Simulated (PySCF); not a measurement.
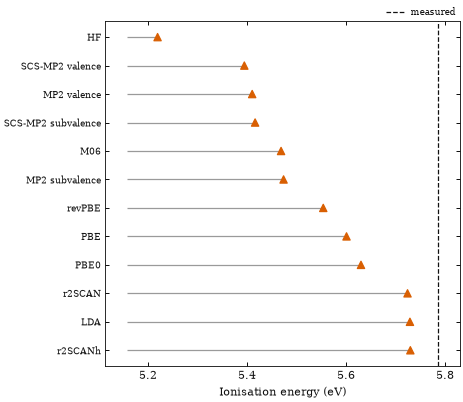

The ionisation energy of neutral indium ([Kr] 4d¹⁰ 5s² 5p → [Kr] 4d¹⁰ 5s²) across levels of theory. PySCF, aug-cc-pwCVTZ-DK3 plus 1 diffuse shell for each l, spin-free X2C-1e, unrestricted single determinants, no spin-orbit coupling. Methods marked “valence” freeze 46 core electrons; methods marked “subvalence” freeze 28 core electrons.

How do the methods compare?

The values run from 5.219 eV (HF) to 5.730 eV (r2SCANh). The measured value is 5.786 eV; nearest to it come r2SCANh (−0.056) and LDA (−0.057), furthest HF (−0.567 eV). These values lack spin-orbit coupling; with the first-order correction of +0.16 eV added, PBE0 comes nearest (+0.006).

```
            Method  Ionisation energy (eV)
                HF                   5.219
               LDA                   5.729
               PBE                   5.601
              PBE0                   5.630
            r2SCAN                   5.724
           r2SCANh                   5.730
               M06                   5.469
            revPBE                   5.554
       MP2 valence                   5.410
   SCS-MP2 valence                   5.395
    MP2 subvalence                   5.474
SCS-MP2 subvalence                   5.416
```
